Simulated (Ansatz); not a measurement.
# SiH4 (silane) at CCSDT/3-21G

Aim: the energy change on altering one bond length of SiH4 (silane) at CCSDT/3-21G, from 2 runs. 

The calculation is run with Ansatz 0.2.0.

53 further runs of the same task are left out: 2 that didn't finish, 51 set aside as unsound or not needed.

### Step 1. The structure to begin with

SiH4 has 5 atoms, charge 0, and is taken as a singlet. As SMILES, `[SiH4]`. Geometry: relaxed at PBE0-D4/def2-TZVP.

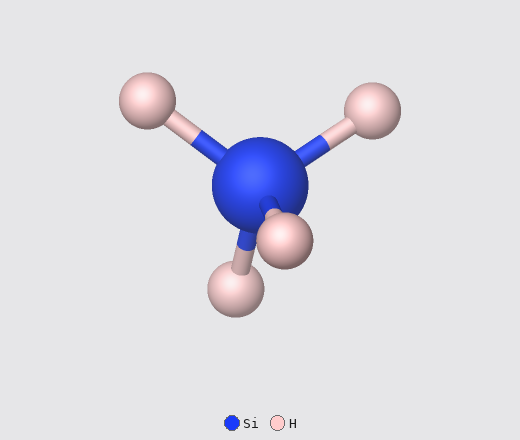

Viewed from a chosen angle; silicon blue, hydrogen pink.

### Step 2. The energy at CCSDT/3-21G

molecule.yaml

```yaml
crystal:
  periodic: [false, false, false]
  atoms:
    - symbol: Si
      position_ang: [-0.000000, 0.000000, -0.000100]
    - symbol: H
      position_ang: [0.967600, -0.688400, 0.890900]
    - symbol: H
      position_ang: [-1.331000, 0.044900, 0.656000]
    - symbol: H
      position_ang: [-0.105100, -0.740300, -1.282600]
    - symbol: H
      position_ang: [0.468500, 1.383800, -0.264200]
basis:
  gaussian:
    orbitals: 3-21G.json
accuracy: high
correlation:
  method: ccsdt
  frozen_orbitals: {H: 0, Si: 5}
scf:
  omitted_lower_state_checks: [cluster_reference, increment]
```

The basis set 3-21G is read from a file made from the Basis Set Exchange's data (not shown).

Launch:

```console
ansatz run molecule.yaml --threads 1 --pin off --max-ram 2610MiB --events-out events.jsonl --progress --plain --runs-dir runs
```

Output, shortened:

```text
Warning: RAYON_NUM_THREADS=1 ignored (pool sized by the plan → 1); use --threads N
Functional definition: HF
  name "HF"
[...]
426 factors; integrals over basis functions are off by at most 2.7e-9 eV
[...]
mean field -7882.78420385 eV, -289.6869763486 hartree, gradient 2.9e-8 eV, S^2 0.000000; 0 other end points of the search recorded, 0 dependent functions left out
5 core orbitals not correlated: weight in the atoms' cores, before any rotation towards them, 1.000 or more for the frozen orbitals, at most 0.000 for the correlated occupied ones
reference -7882.78420385 eV, -289.6869763486 hartree; 4, 4 occupied and 12, 12 virtual orbitals, 426 factors
second order -1.71923759 eV of doubles, -0.00000000 eV of singles
cycle   1  -2.14425942 eV  change   -4.3e-1 eV  update   5.3e-2
[...]
cycle  17  -2.38377095 eV  change  -6.9e-10 eV  update  3.4e-10
Total energy: -7885.16797480 eV, -289.7745783152 hartree
Checks for a lower state left out: cluster_reference, increment
```

Run time: 0.28 s. Hardware: 1 thread of Arm Neoverse V1, shared host.

### Step 3. The distorted shape

in.yaml

```yaml
crystal:
  periodic: [false, false, false]
  atoms:
    - {symbol: Si, position_ang: [-0.241871, 0.172079, -0.222823]}
    - {symbol: H, position_ang: [0.967600, -0.688400, 0.890900]}
    - {symbol: H, position_ang: [-1.572871, 0.216979, 0.433277]}
    - {symbol: H, position_ang: [-0.346971, -0.568221, -1.505323]}
    - {symbol: H, position_ang: [0.226629, 1.555879, -0.486923]}
basis:
  gaussian:
    orbitals: 3-21G.json
correlation:
  method: ccsdt
  frozen_orbitals: {H: 0, Si: 5}
accuracy: high
scf:
  omitted_lower_state_checks: [cluster_reference, increment]
```

The basis set 3-21G is read from a file made from the Basis Set Exchange's data (not shown).

Launch:

```console
ansatz run in.yaml --threads 1 --pin off --max-ram 2610MiB --events-out events.jsonl --progress --plain --runs-dir runs
```

Output, shortened:

```text
Warning: RAYON_NUM_THREADS=1 ignored (pool sized by the plan → 1); use --threads N
[... 2 set-up lines as earlier in the session ...]
[...]
423 factors; integrals over basis functions are off by at most 2.7e-9 eV
[...]
mean field -7882.01087400 eV, -289.6585570005 hartree, gradient 4.5e-8 eV, S^2 0.000000; 0 other end points of the search recorded, 0 dependent functions left out
5 core orbitals not correlated: weight in the atoms' cores, before any rotation towards them, 1.000 or more for the frozen orbitals, at most 0.000 for the correlated occupied ones
reference -7882.01087400 eV, -289.6585570005 hartree; 4, 4 occupied and 12, 12 virtual orbitals, 423 factors
second order -1.80741757 eV of doubles, -0.00000000 eV of singles
cycle   1  -2.27131689 eV  change   -4.6e-1 eV  update   6.2e-2
[...]
cycle  20  -2.56989569 eV  change   3.1e-11 eV  update  2.7e-10
Total energy: -7884.58076968 eV, -289.7529989250 hartree
Checks for a lower state left out: cluster_reference, increment
```

Wall time 0.3 s (1 thread of Arm Neoverse V1, shared host).

### Step 4. Results

At CCSDT/3-21G, 5 core orbitals frozen:

| quantity | value |
| --- | --- |
| first shape: total energy | -289.77458 Eh |
| first shape: correlation energy (5 core orbitals frozen) | -87.6 mEh |
| first shape: T1 diagnostic | 0.008 |
| distorted shape: total energy | -289.75300 Eh |
| distorted shape: correlation energy (5 core orbitals frozen) | -94.4 mEh |
| distorted shape: T1 diagnostic | 0.010 |
| energy change with the Si1–H2 bond stretched from 1.485 to 1.856 Å | 0.587 eV |

What this shows: With the Si1–H2 bond stretched from 1.485 to 1.856 Å the energy rises by 0.59 eV (13.5 kcal/mol). The first shape isn't relaxed at this level, so the change isn't measured from a minimum.
